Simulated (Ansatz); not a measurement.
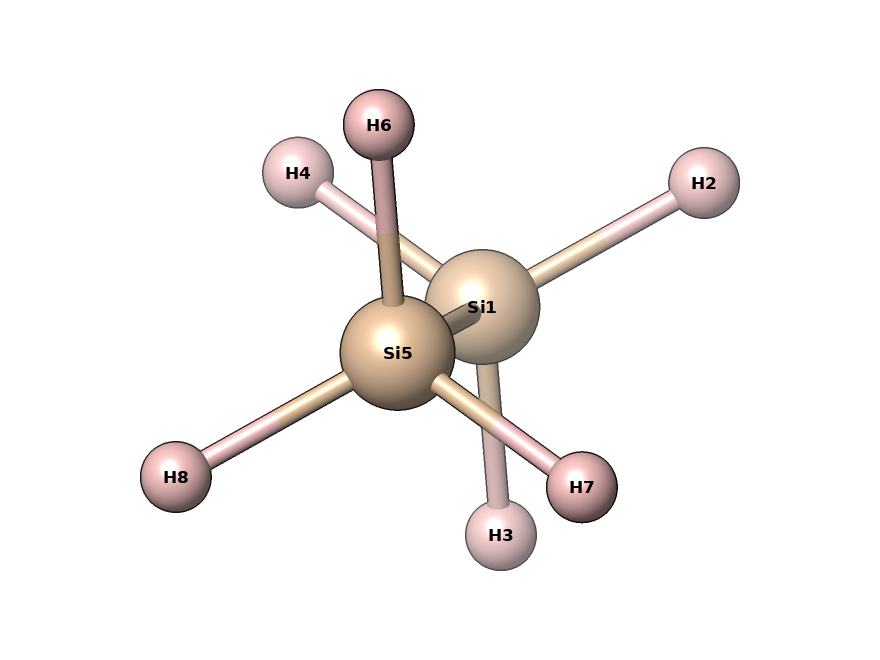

Si1 lies behind Si5. The molecule seen a little off the Si5–Si1 bond, Si5 in front. Depth is shown by fading: the farther an atom, the more it takes the colour of the background. The geometry was computed by an optimisation with PBE0-D4/def2-TZVP.

**What is the torsion angle H6–Si5–Si1–H2? The sign is positive where the front bond must turn clockwise to cover the back bond.**

60°, synclinal (gauche). The bonds about Si5–Si1 are staggered.
